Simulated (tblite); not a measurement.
## Geometry relaxation, with input and output: C$_{3}$H$_{9}$BN$_{2}$O (part 2 of 2)

The same run, continued: C$_{3}$H$_{9}$BN$_{2}$O; GFN2-xTB geometry optimisation, gas phase (tblite 0.8.0). It belongs to a series of runs on one base structure; here: H on C replaced by CH3.

Geometry of the input (Å):
```
C  -0.5420  1.7531  0.1901
C  -0.6531  0.6722  -0.8575
N  -0.3356  -0.6435  -0.2763
B  1.0820  -1.1840  -0.2686
N  2.0386  -0.9471  0.8998
C  -1.4124  -1.4175  0.2659
O  -1.0586  -2.5469  0.7428
H  0.1030  2.5878  -0.2057
H  -1.5486  2.1903  0.3258
H  -0.0799  1.4261  1.1447
H  -1.5960  0.6580  -1.4143
H  0.1509  0.8518  -1.5976
H  1.6277  -1.3896  -1.2894
H  3.0048  -0.7203  0.5395
H  1.6519  -0.1965  1.4905
H  -2.4403  -1.0849  0.2986
```

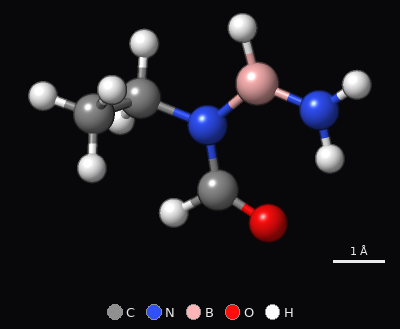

**Figure 1.** The geometry at step 82 of the log (ball-and-stick view, seen at a tilt).

## Trajectory as extended XYZ, continued
```
16
Properties=species:S:1:pos:R:3:forces:R:3 step=46 energy=-604.33145
C    -0.6392    1.8737    0.0369    0.1560  -0.2570  -0.5810
C    -0.6447    0.6922   -0.9527   -0.0080  -0.1470  -0.1160
N    -0.2020   -0.5214   -0.2986   -0.0970   0.0170  -0.1390
B     1.2125   -0.9104   -0.3900   -0.2180   0.4350  -0.5740
N     1.8088   -1.1776    0.7947    1.3320  -0.1240   0.7830
C    -1.0476   -1.2382    0.4621   -0.0020  -0.4830  -0.2440
O    -0.7525   -2.2389    1.0799    0.0310   0.0340   0.2240
H    -0.4967    2.8227   -0.4686   -0.2630   0.0360  -0.1400
H    -1.5657    1.8595    0.5785   -0.3090   0.2170   0.3110
H     0.1803    1.7766    0.7299    0.2530  -0.1720   0.2250
H    -1.6509    0.5093   -1.3467   -0.0200   0.2710  -0.0340
H     0.0344    0.8703   -1.7961   -0.1220   0.0650   0.1820
H     1.8021   -0.8648   -1.4013   -0.1370  -0.0290  -0.0260
H     2.7970   -1.4230    0.9073   -0.8150   0.0610   0.1370
H     1.2625   -1.0839    1.6383    0.3380  -0.3640   0.0680
H    -2.1060   -0.9373    0.4151   -0.1180   0.4380  -0.0760
16
Properties=species:S:1:pos:R:3:forces:R:3 step=55 energy=-604.57288
C    -0.6847    1.8749   -0.0427    0.0110   0.0630   0.0190
C    -0.6452    0.6665   -0.9718   -0.0850  -0.0240  -0.1840
N    -0.1539   -0.5236   -0.3006    0.0470   0.1000   0.1370
B     1.3024   -0.7788   -0.3251   -0.0280  -0.0770   0.3010
N     1.8443   -1.3431    0.8173    0.0450   0.0060  -0.5000
C    -1.0149   -1.1706    0.5178    0.2290  -0.0200   0.0080
O    -0.7579   -2.0976    1.2599   -0.0410   0.1650  -0.1260
H    -0.8745    2.7609   -0.6395   -0.0780   0.1280   0.0630
H    -1.4738    1.7641    0.6990    0.0520   0.0250  -0.0100
H     0.2606    1.9989    0.4727    0.1200  -0.0120   0.0370
H    -1.6608    0.5203   -1.3499   -0.0300  -0.2420  -0.0890
H     0.0090    0.8814   -1.8210   -0.0120  -0.0780   0.0690
H     1.9108   -0.4394   -1.2797   -0.0680  -0.0490   0.3360
H     2.7872   -1.6455    0.9935   -0.0080   0.0960  -0.2000
H     1.1905   -1.6820    1.5015   -0.0790  -0.0950   0.2330
H    -2.0468   -0.7774    0.4571   -0.0760   0.0140  -0.0930
16
Properties=species:S:1:pos:R:3:forces:R:3 step=64 energy=-604.68933
C    -0.7189    1.9036   -0.1075    0.1160  -0.0250  -0.0400
C    -0.6560    0.6613   -0.9962    0.0690   0.0000  -0.0200
N    -0.1429   -0.4778   -0.2518   -0.0350   0.0220   0.0870
B     1.2971   -0.7199   -0.1904   -0.0280   0.1620  -0.0130
N     1.8352   -1.5658    0.7501    0.0430   0.0340   0.0370
C    -1.0293   -1.1094    0.5465    0.0110   0.0990   0.0660
O    -0.7959   -2.0054    1.3256   -0.0200  -0.0730   0.0000
H    -1.0933    2.7484   -0.6783   -0.0470   0.0290   0.0520
H    -1.3532    1.7304    0.7563   -0.1310   0.0120  -0.0150
H     0.2766    2.1394    0.2626    0.0220   0.0170  -0.0530
H    -1.6492    0.4286   -1.3994    0.0450   0.0060   0.0710
H     0.0154    0.8593   -1.8314    0.0110  -0.0520  -0.0600
H     1.9845   -0.1256   -0.9289   -0.0030   0.0080  -0.0310
H     2.8217   -1.6837    0.8879    0.0600  -0.1110  -0.0340
H     1.2580   -2.0710    1.4042   -0.0800  -0.0240  -0.0170
H    -2.0574   -0.7034    0.4395   -0.0330  -0.1040  -0.0300
16
Properties=species:S:1:pos:R:3:forces:R:3 step=73 energy=-604.71135
C    -0.7227    1.9241   -0.1332    0.0400   0.0060  -0.0160
C    -0.6430    0.6637   -0.9920   -0.0240  -0.0070   0.0200
N    -0.1302   -0.4411   -0.1974   -0.0160  -0.0330  -0.0040
B     1.3108   -0.6718   -0.1363    0.0170   0.0190   0.0220
N     1.8429   -1.5802    0.7502    0.0090  -0.0340  -0.0810
C    -1.0296   -1.0977    0.5659    0.0100   0.0270   0.0260
O    -0.8079   -1.9919    1.3508    0.0830  -0.0610   0.0150
H    -1.1522    2.7537   -0.6888    0.0310  -0.0180  -0.0260
H    -1.3409    1.7300    0.7418    0.0050   0.0470  -0.0190
H     0.2750    2.1936    0.2050   -0.0180   0.0550   0.0070
H    -1.6398    0.4165   -1.3724    0.0090  -0.0420   0.0000
H     0.0220    0.8137   -1.8453   -0.0300   0.0470   0.0590
H     2.0029   -0.0485   -0.8467   -0.0260   0.0190  -0.0090
H     2.8234   -1.7846    0.8262   -0.0140  -0.0160   0.0180
H     1.2487   -2.1368    1.3449   -0.0510   0.0020   0.0420
H    -2.0671   -0.7339    0.4160   -0.0240  -0.0110  -0.0550
16
Properties=species:S:1:pos:R:3:forces:R:3 step=82 energy=-604.72117
C    -0.7250    1.9467   -0.1468   -0.0020   0.0230  -0.0100
C    -0.6409    0.6637   -0.9713   -0.0160   0.0210   0.0190
N    -0.1209   -0.4290   -0.1668   -0.0020   0.0120   0.0000
B     1.3218   -0.6517   -0.1099   -0.0180  -0.0050  -0.0230
N     1.8371   -1.6176    0.7218    0.0140  -0.0160   0.0310
C    -1.0160   -1.1132    0.5755    0.0000   0.0250   0.0100
O    -0.7834   -1.9966    1.3708    0.0390  -0.0350  -0.0050
H    -1.1622    2.7468   -0.7369   -0.0130   0.0280  -0.0170
H    -1.3392    1.7840    0.7361   -0.0150   0.0170  -0.0050
H     0.2670    2.2514    0.1778    0.0030  -0.0240  -0.0060
H    -1.6357    0.3985   -1.3462    0.0090   0.0080   0.0100
H     0.0184    0.8169   -1.8277   -0.0100  -0.0280   0.0250
H     2.0038    0.0080   -0.7953    0.0260  -0.0110  -0.0070
H     2.8094   -1.8554    0.8010   -0.0010   0.0200   0.0070
H     1.2195   -2.1549    1.3133    0.0020  -0.0340  -0.0100
H    -2.0615   -0.7887    0.3931   -0.0170   0.0010  -0.0210
16
Properties=species:S:1:pos:R:3:forces:R:3 step=92 energy=-604.72377
C    -0.7286    1.9636   -0.1547   -0.0070   0.0240   0.0020
C    -0.6462    0.6677   -0.9590    0.0100   0.0170   0.0160
N    -0.1217   -0.4185   -0.1481    0.0010  -0.0240  -0.0190
B     1.3208   -0.6507   -0.1015    0.0060   0.0030   0.0080
N     1.8370   -1.6264    0.7192    0.0110  -0.0030   0.0040
C    -1.0126   -1.1237    0.5790   -0.0020  -0.0030  -0.0030
O    -0.7722   -2.0168    1.3617    0.0000   0.0040  -0.0130
H    -1.1554    2.7580   -0.7619    0.0070  -0.0010  -0.0060
H    -1.3516    1.8239    0.7262   -0.0080  -0.0030  -0.0080
H     0.2640    2.2642    0.1714    0.0020  -0.0100   0.0010
H    -1.6415    0.4003   -1.3319    0.0260  -0.0040   0.0170
H     0.0165    0.8101   -1.8143   -0.0250  -0.0120  -0.0110
H     2.0108    0.0062   -0.7827   -0.0120   0.0100   0.0030
H     2.8120   -1.8526    0.8002   -0.0050  -0.0020  -0.0020
H     1.2223   -2.1835    1.2954    0.0050  -0.0040   0.0060
H    -2.0614   -0.8128    0.3895   -0.0070   0.0060   0.0060
16
Properties=species:S:1:pos:R:3:forces:R:3 step=101 energy=-604.72452
C    -0.7257    1.9693   -0.1580   -0.0130   0.0060   0.0070
C    -0.6467    0.6683   -0.9543   -0.0070   0.0030   0.0070
N    -0.1234   -0.4193   -0.1447    0.0010  -0.0120  -0.0050
B     1.3192   -0.6494   -0.0947   -0.0040   0.0140   0.0060
N     1.8408   -1.6285    0.7186    0.0080  -0.0050   0.0100
C    -1.0157   -1.1299    0.5757    0.0110  -0.0100   0.0030
O    -0.7734   -2.0329    1.3461   -0.0110   0.0020   0.0020
H    -1.1402    2.7616   -0.7763    0.0140   0.0060  -0.0010
H    -1.3612    1.8403    0.7155   -0.0040  -0.0060  -0.0020
H     0.2645    2.2646    0.1794    0.0070  -0.0090  -0.0100
H    -1.6445    0.3999   -1.3172   -0.0020   0.0050  -0.0090
H     0.0080    0.8039   -1.8170   -0.0110  -0.0060   0.0050
H     2.0051    0.0184   -0.7688    0.0080   0.0070  -0.0030
H     2.8176   -1.8477    0.7972   -0.0020   0.0010  -0.0040
H     1.2332   -2.1952    1.2928   -0.0100   0.0030  -0.0050
H    -2.0652   -0.8143    0.3943    0.0150   0.0010   0.0010
16
Properties=species:S:1:pos:R:3:forces:R:3 step=110 energy=-604.72491
C    -0.7233    1.9692   -0.1587   -0.0060   0.0120   0.0020
C    -0.6518    0.6665   -0.9526    0.0030   0.0000   0.0020
N    -0.1251   -0.4205   -0.1437   -0.0060  -0.0100  -0.0020
B     1.3187   -0.6438   -0.0914   -0.0060   0.0030   0.0020
N     1.8417   -1.6246    0.7191   -0.0030   0.0000   0.0070
C    -1.0154   -1.1358    0.5745    0.0090  -0.0010  -0.0030
O    -0.7726   -2.0446    1.3380   -0.0080   0.0140  -0.0010
H    -1.1198    2.7669   -0.7819    0.0040  -0.0020  -0.0010
H    -1.3693    1.8501    0.7089    0.0130  -0.0040  -0.0070
H     0.2688    2.2511    0.1851   -0.0010  -0.0070   0.0050
H    -1.6511    0.3998   -1.3128   -0.0010   0.0000   0.0040
H    -0.0005    0.7989   -1.8182   -0.0030  -0.0010   0.0010
H     2.0044    0.0288   -0.7611    0.0020   0.0050  -0.0050
H     2.8187   -1.8449    0.7935   -0.0080   0.0010   0.0080
H     1.2334   -2.1921    1.2923    0.0060   0.0000  -0.0150
H    -2.0644   -0.8162    0.3974    0.0060  -0.0110   0.0050
16
Properties=species:S:1:pos:R:3:forces:R:3 step=119 energy=-604.72523
C    -0.7180    1.9680   -0.1606    0.0000   0.0020   0.0000
C    -0.6565    0.6637   -0.9529    0.0020  -0.0010   0.0020
N    -0.1283   -0.4229   -0.1450   -0.0020  -0.0020   0.0060
B     1.3170   -0.6347   -0.0864    0.0000  -0.0050  -0.0060
N     1.8413   -1.6213    0.7160    0.0020   0.0020  -0.0020
C    -1.0159   -1.1400    0.5743    0.0020  -0.0030  -0.0030
O    -0.7702   -2.0473    1.3387   -0.0030   0.0020   0.0010
H    -1.0997    2.7701   -0.7874    0.0000  -0.0020   0.0070
H    -1.3698    1.8566    0.7033    0.0000   0.0000  -0.0060
H     0.2752    2.2362    0.1906    0.0020   0.0000  -0.0050
H    -1.6586    0.3983   -1.3065    0.0000   0.0080   0.0020
H    -0.0094    0.7918   -1.8223   -0.0050   0.0020  -0.0020
H     2.0011    0.0500   -0.7457    0.0010   0.0030   0.0020
H     2.8189   -1.8343    0.7996   -0.0010   0.0010   0.0020
H     1.2314   -2.2010    1.2747   -0.0010  -0.0020   0.0060
H    -2.0660   -0.8243    0.3983    0.0030  -0.0040  -0.0020
```

## Key numbers

| quantity | value |
| --- | --- |
| outcome | converged |
| total energy | −604.7252 eV |
| hardware | 1 CPU thread, shared host |
| wall time | 1 s |
| peak memory | 0.18 GiB |
